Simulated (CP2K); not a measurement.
# C5H12Si (vinyltrimethylsilane) at BLYP-D3(BJ)/DZVP-MOLOPT-SR-GTH (core potential)

Aim: the energy change on altering one bond length of C5H12Si (vinyltrimethylsilane) at BLYP-D3(BJ)/DZVP-MOLOPT-SR-GTH (core potential), from 2 runs. 

Program for the calculation: CP2K 2026.2.

### 1 Starting point

The species is C5H12Si (18 atoms), meant as a singlet with charge 0. As SMILES, `C=C[Si](C)(C)C`. Geometry: relaxed at PBE0-D4/def2-TZVP. This is one conformer, not always the lowest.

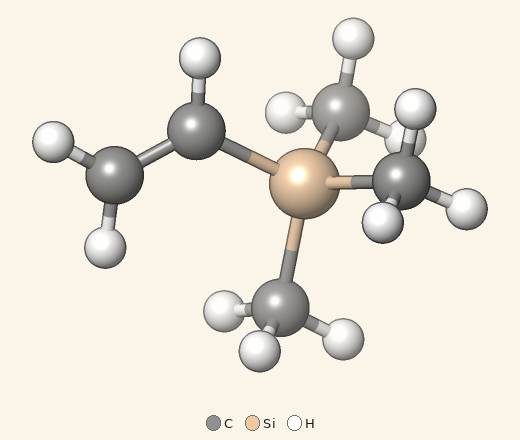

The structure, seen from a chosen angle (carbon grey, silicon light orange, hydrogen white).

### 2 The energy at BLYP-D3(BJ)/DZVP-MOLOPT-SR-GTH (core potential)

Contents of molecule.inp:

```
&GLOBAL
  PROJECT_NAME molecule
  RUN_TYPE ENERGY
  PRINT_LEVEL MEDIUM
&END

&FORCE_EVAL
  METHOD QS
  &DFT
    BASIS_SET_FILE_NAME BASIS_MOLOPT
    POTENTIAL_FILE_NAME GTH_POTENTIALS
    # Quickstep
    &QS
      METHOD GPW
      EPS_DEFAULT 1.0E-10
    &END
    # real-space grids
    &MGRID
      CUTOFF 400
      REL_CUTOFF 50
      NGRIDS 4
    &END
    &POISSON
      PERIODIC NONE
      POISSON_SOLVER MULTIPOLE
    &END
    &SCF
      SCF_GUESS ATOMIC
      EPS_SCF 1.0E-06
      MAX_SCF 50
      &OT
        MINIMIZER DIIS
        PRECONDITIONER FULL_ALL
      &END
      &OUTER_SCF
        EPS_SCF 1.0E-06
        MAX_SCF 5
      &END
    &END
    # functional
    &XC
      &XC_FUNCTIONAL BLYP
      &END
      &VDW_POTENTIAL
        POTENTIAL_TYPE PAIR_POTENTIAL
        &PAIR_POTENTIAL
          TYPE DFTD3(BJ)
          PARAMETER_FILE_NAME dftd3.dat
          REFERENCE_FUNCTIONAL BLYP
          R_CUTOFF 15
        &END
      &END
    &END
    # extra output
    &PRINT
      &MOMENTS
        PERIODIC F
        REFERENCE COM
        MAX_MOMENT 1
      &END
      &MO_CUBES
        NLUMO 3
        NHOMO -1
        WRITE_CUBE F
      &END
      &HIRSHFELD OFF
      &END
    &END
  &END
  &SUBSYS
    # box in angstrom
    &CELL
      ABC 12.7 11.3 11.8
      PERIODIC NONE
    &END
    &COORD
      C      4.561870     4.798965     6.429950
      C      5.425340     5.401275     5.616600
      Si     7.275350     5.457805     5.877600
      C      7.719110     4.542545     7.450120
      C      7.816660     7.249165     6.001170
      C      8.120470     4.657365     4.407100
      H      3.491500     4.789485     6.240840
      H      4.887110     4.283255     7.329600
      H      5.016350     5.896465     4.734350
      H      7.243880     4.994545     8.324490
      H      8.800390     4.566905     7.610820
      H      7.414780     3.493835     7.402620
      H      7.347250     7.743135     6.855560
      H      8.901110     7.323635     6.121080
      H      7.542330     7.806165     5.101200
      H      7.832900     3.607245     4.312730
      H      7.851180     5.162395     3.475510
      H      9.208500     4.702505     4.507770
    &END
    &KIND C
      BASIS_SET DZVP-MOLOPT-SR-GTH-q4
      POTENTIAL GTH-BLYP-q4
    &END
    &KIND Si
      BASIS_SET DZVP-MOLOPT-SR-GTH-q4
      POTENTIAL GTH-BLYP-q4
    &END
    &KIND H
      BASIS_SET DZVP-MOLOPT-SR-GTH-q1
      POTENTIAL GTH-BLYP-q1
    &END
  &END
&END
```

Run with:

```bash
$ OMP_NUM_THREADS=1 cp2k.psmp -i molecule.inp -o molecule.out
```

The log of the run:

```text
CP2K| version string:                                       CP2K version 2026.2
[...]
 GLOBAL| Method name                                                        CP2K
[...]
 GLOBAL| Run type                                                         ENERGY
[...]
 DFT| Spin restricted Kohn-Sham (RKS) calculation                            RKS
 DFT| Multiplicity                                                             1
[...]
 DFT| Charge                                                                   0
[...]
 FUNCTIONAL| BECKE88:
 FUNCTIONAL| LYP:
[...]
 QS| Method:                                                                 GPW
[...]
 QS| Density cutoff [a.u.]:                                                200.0
[...]
 QS| Relative density cutoff [a.u.]:                                        25.0
[...]
                             - Atoms:                                         18
[...]
                             - Spherical basis functions:                    138
[...]
 Number of electrons:                                                         36
[...]
     1 OT DIIS     0.15E+00    1.8     0.14518140       -35.5758635578 -3.56E+01
[...]
     2 OT DIIS     0.15E+00    2.1     0.00000065       -39.3897551791 -6.66E-10
  *** SCF run converged in     2 steps ***
[...]
  Overlap energy of the core charge distribution:               0.00000440392832
  Self energy of the core charge distribution:                -93.93862522326049
  Core Hamiltonian energy:                                     29.37474240537572
  Hartree energy:                                              39.34664639411152
  Exchange-correlation energy:                                -14.13914391475965
  Dispersion energy:                                           -0.03337924452127
  Total energy:                                               -39.38975517912585
[...]
                     Mulliken Population Analysis
 #  Atom  Element  Kind  Atomic population                           Net charge
       1     C        1          4.096195                             -0.096195
       2     C        1          4.143485                             -0.143485
       3     Si       2          3.304714                              0.695286
       4     C        1          4.389103                             -0.389103
       5     C        1          4.387153                             -0.387153
       6     C        1          4.387200                             -0.387200
       7     H        3          0.957318                              0.042682
       8     H        3          0.963973                              0.036027
       9     H        3          0.953546                              0.046454
      10     H        3          0.936133                              0.063867
      11     H        3          0.934479                              0.065521
      12     H        3          0.936204                              0.063796
[...]
  Dipole moment [Debye]
    X=  0.1395463E+00 Y=  0.9848677E-02 Z=  0.1267809E-01  Total=      0.1404667
[...]
 HOMO - LUMO gap [eV] :    5.442639
 ENERGY| Total FORCE_EVAL ( QS ) energy [hartree]            -39.389755179125849
[...]
```

It took 1.8 min on 1 thread of Arm Neoverse V1, shared host; peak memory 1.2 GiB.

### 3 The distorted shape

Contents of job.inp:

```
&FORCE_EVAL
    METHOD Quickstep
    &DFT
        BASIS_SET_FILE_NAME BASIS_MOLOPT
        POTENTIAL_FILE_NAME GTH_POTENTIALS
        ! Quickstep
        &QS
            METHOD GPW
            EPS_DEFAULT 1.0E-10
        &END QS
        ! real-space grids
        &MGRID
            CUTOFF 400
            REL_CUTOFF 50
            NGRIDS 4
        &END MGRID
        ! isolated system
        &POISSON
            PERIODIC NONE
            POISSON_SOLVER MULTIPOLE
        &END POISSON
        &SCF
            SCF_GUESS ATOMIC
            EPS_SCF 1.0E-06
            MAX_SCF 30
            &OT
                MINIMIZER DIIS
                PRECONDITIONER FULL_ALL
            &END OT
            &OUTER_SCF
                EPS_SCF 1.0E-06
                MAX_SCF 10
            &END OUTER_SCF
        &END SCF
        ! functional
        &XC
            &XC_FUNCTIONAL BLYP
            &END XC_FUNCTIONAL
            &VDW_POTENTIAL
                POTENTIAL_TYPE PAIR_POTENTIAL
                &PAIR_POTENTIAL
                    TYPE DFTD3(BJ)
                    PARAMETER_FILE_NAME dftd3.dat
                    REFERENCE_FUNCTIONAL BLYP
                    R_CUTOFF 15
                &END PAIR_POTENTIAL
            &END VDW_POTENTIAL
        &END XC
        ! extra output
        &PRINT
            &MOMENTS
                PERIODIC F
                REFERENCE COM
                MAX_MOMENT 1
            &END MOMENTS
            &MO_CUBES
                NLUMO 3
                NHOMO -1
                WRITE_CUBE F
            &END MO_CUBES
            &HIRSHFELD OFF
            &END HIRSHFELD
        &END PRINT
    &END DFT
    &SUBSYS
        &CELL
            ABC 12.7 12.6 11.8
            PERIODIC NONE
        &END CELL
        &COORD
            C     -2.098279     0.697586     0.498109
            C     -1.234809     1.299896    -0.315241
            Si     0.615201     1.356426    -0.054241
            C      1.058961     0.441166     1.518279
            C      1.156511     3.147786     0.069329
            C      1.460321     0.555986    -1.524741
            H     -3.168649     0.688106     0.308999
            H     -1.773039     0.181876     1.397759
            H     -1.643799     1.795086    -1.197491
            H      0.583731     0.893166     2.392649
            H      2.140241     0.465526     1.678979
            H      0.389440    -1.865980     1.413780
            H      0.687101     3.641756     0.923719
            H      2.240961     3.222256     0.189239
            H      0.882181     3.704786    -0.830641
            H      1.172751    -0.494134    -1.619111
            H      1.191031     1.061016    -2.456331
            H      2.548351     0.601126    -1.424071
        &END COORD
        &TOPOLOGY
            &CENTER_COORDINATES
            &END CENTER_COORDINATES
        &END TOPOLOGY
        &KIND C
            BASIS_SET DZVP-MOLOPT-SR-GTH-q4
            POTENTIAL GTH-BLYP-q4
        &END KIND
        &KIND Si
            BASIS_SET DZVP-MOLOPT-SR-GTH-q4
            POTENTIAL GTH-BLYP-q4
        &END KIND
        &KIND H
            BASIS_SET DZVP-MOLOPT-SR-GTH-q1
            POTENTIAL GTH-BLYP-q1
        &END KIND
    &END SUBSYS
&END FORCE_EVAL

&GLOBAL
    PROJECT job
    RUN_TYPE ENERGY
    PRINT_LEVEL MEDIUM
&END GLOBAL
```

Run with:

```bash
$ OMP_NUM_THREADS=1 cp2k.psmp job.inp > job.out
```

The log of the run, cut to the lines that bear on the results:

```text
CP2K| version string:                                       CP2K version 2026.2
[...]
 GLOBAL| Method name                                                        CP2K
[...]
 GLOBAL| Run type                                                         ENERGY
[...]
 DFT| Spin restricted Kohn-Sham (RKS) calculation                            RKS
 DFT| Multiplicity                                                             1
[...]
 DFT| Charge                                                                   0
[...]
 FUNCTIONAL| BECKE88:
 FUNCTIONAL| LYP:
[...]
 QS| Method:                                                                 GPW
[...]
 QS| Density cutoff [a.u.]:                                                200.0
[...]
 QS| Relative density cutoff [a.u.]:                                        25.0
[...]
                             - Atoms:                                         18
[...]
                             - Spherical basis functions:                    138
[...]
 Number of electrons:                                                         36
[...]
     1 OT DIIS     0.15E+00    2.1     0.13874756       -35.5961038118 -3.56E+01
[...]
     6 OT DIIS     0.15E+00    2.3     0.00000022       -39.2021762046 -3.19E-10
  *** SCF run converged in     6 steps ***
[...]
  Overlap energy of the core charge distribution:               0.00000412254026
  Self energy of the core charge distribution:                -93.93862522326049
  Core Hamiltonian energy:                                     29.17061734280377
  Hartree energy:                                              39.59752625219834
  Exchange-correlation energy:                                -13.99755023270331
  Dispersion energy:                                           -0.03414846618917
  Total energy:                                               -39.20217620461061
[...]
                     Mulliken Population Analysis
 #  Atom  Element  Kind  Atomic population                           Net charge
       1     C        1          4.095865                             -0.095865
       2     C        1          4.143391                             -0.143391
       3     Si       2          3.390698                              0.609302
[...]
  Dipole moment [Debye]
    X=  0.1757761E+00 Y= -0.7480006E-01 Z=  0.2317115E-01  Total=      0.1924297
[...]
 HOMO - LUMO gap [eV] :    2.551780
 ENERGY| Total FORCE_EVAL ( QS ) energy [hartree]            -39.202176204610609
[...]
```

Wall time 86 s (1 thread of Arm Neoverse V1, shared host); peak memory 1.4 GiB.

### 4 Outcome

Level: BLYP-D3(BJ)/DZVP-MOLOPT-SR-GTH (core potential).

| quantity | value |
| --- | --- |
| first shape: total energy | -39.38976 Eh |
| first shape: dipole moment | 0.14 D |
| first shape: HOMO energy | -6.14 eV |
| first shape: LUMO energy | -0.70 eV |
| first shape: HOMO–LUMO gap | 5.44 eV |
| first shape: dispersion energy | -87.64 kJ/mol |
| distorted shape: total energy | -39.20218 Eh |
| distorted shape: dipole moment | 0.19 D |
| distorted shape: HOMO energy | -5.48 eV |
| distorted shape: LUMO energy | -2.93 eV |
| distorted shape: HOMO–LUMO gap | 2.55 eV |
| distorted shape: dispersion energy | -89.66 kJ/mol |
| energy change with the C4–H12 bond stretched from 1.093 to 2.405 Å | 5.104 eV |

What this shows: One bond (distorted shape) is far stretched, which a spin-restricted single reference describes badly; a broken-symmetry solution may lie lower. With the C4–H12 bond stretched from 1.093 to 2.405 Å the energy rises by 5.10 eV (492 kJ/mol). The first shape isn't relaxed at this level, so the change isn't measured from a minimum. A restricted reference can't describe the breaking bond well at this length.
